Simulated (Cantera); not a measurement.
Charge: 1 mol Si₂H₆, 1 mol NO, 180 mol N₂, equilibrated at 18.8 Torr.

These are equilibrium values from Cantera (NASA tables, ideal gas, pure condensed phases), not measurements of a reactor. Candidate condensed phases: H₂O, Si, SiO₂, Si₂N₂O, Si₃N₄; 35 gas species. The feed counts by its element totals alone. Mutual solubility and eutectic melting of coexisting phases are not modelled. The tables' values for SiN are old estimates; treat these amounts as uncertain. Rates play no part.

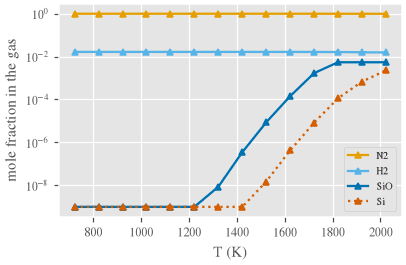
Figure. Equilibrium gas composition (values under 1e-9 drawn at 1e-9)

From 723 K to 1423 K the condensed part is Si₂N₂O(s). From 1523 K to 1723 K the condensed part is Si₂N₂O(s) + Si₃N₄(s). At 1823 K the condensed part is Si₃N₄(s). From 1923 K to 2023 K the condensed part is Si(l).
